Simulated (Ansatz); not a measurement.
Fields on a plane of NaI (rock salt)

```
CELL_PARAMETERS angstrom
      0.00000     3.20132     3.20132
      3.20132     0.00000     3.20132
      3.20132     3.20132     0.00000
ATOMIC_POSITIONS crystal
  I  0.00000 0.00000 0.00000
  Na 0.50000 0.50000 0.50000
```

The slice is a {111} plane (indices of the conventional cell) through the point (0.000, 0.000, 0.000) (fractional), spanned by u = [100] and v = [-1 2 0] in vectors of this cell: u (4.53 Å) and v (7.84 Å, at 90° to u). It covers one period; positions are fractions (u, v).

Atoms on it: I at (0.00, 0.00); I at (0.50, 0.50).

Method: PBEsol (plane waves to 420 eV, PAW, scalar-relativistic; Ansatz, a quantum-chemistry and plane-wave program). k mesh 9×9×9. These are valence fields of a PAW run, semicore shells included where kept as valence: close to a nucleus they are smooth pseudo fields. NaI was relaxed with its symmetry unable to fall. Spin-orbit coupling is left out, though I is heavy.

```
|xxxx##%%@@##..  ..##@@%%##xx|
|**##%%@@@@**..  ..**@@@@%%##|
|%%%%@@@@%%==      ==%%@@@@%%|
|@@@@@@%%==..      ..==%%@@@@|
|%%##++::              ::++##|
|::::..    ..::::::..    ..::|
|        ::++##%%##++::      |
|    ..==%%@@@@@@@@@@%%==..  |
|    ==%%@@@@%%%%%%@@@@%%==  |
|  ..**@@@@%%##**##%%@@@@**..|
|  ..##@@%%##xxxxxx##%%@@##..|
|  ::%%@@%%**xxxxxx**%%@@%%::|
|  ..##@@%%##xxxxxx##%%@@##..|
|  ..**@@@@%%##**##%%@@@@**..|
|    ==%%@@@@%%%%%%@@@@%%==  |
|    ..==%%@@@@@@@@@@%%==..  |
|        ::++##%%##++::      |
|::::..    ..::::::..    ..::|
|%%##++::              ::++##|
|@@@@@@%%==..      ..==%%@@@@|
|%%%%@@@@%%==      ==%%@@@@%%|
|**##%%@@@@**..  ..**@@@@%%##|
|xxxx##%%@@##..  ..##@@%%##xx|
|xxxx**%%@@%%::  ::%%@@%%**xx|
```
Scale: ten equal steps from 0.02 (start of ' ') to 0.77 (end of '@'), in the order ' .:-=+*#%@'. Values: electron localisation function (ELF). The map has 14 points along u (two characters each, u = 0 at the left) and 24 along v (v = 0 in the bottom row). Points within 0.5 Å of a nucleus are blanked (x), as the pseudised field means little there.

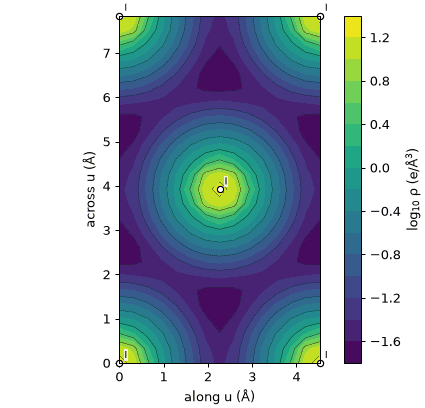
Fig. 1. Log₁₀ of the valence density in e/Å³, one period of the plane, atoms marked. The scale is logarithmic, as a density can span decades between atoms and voids.
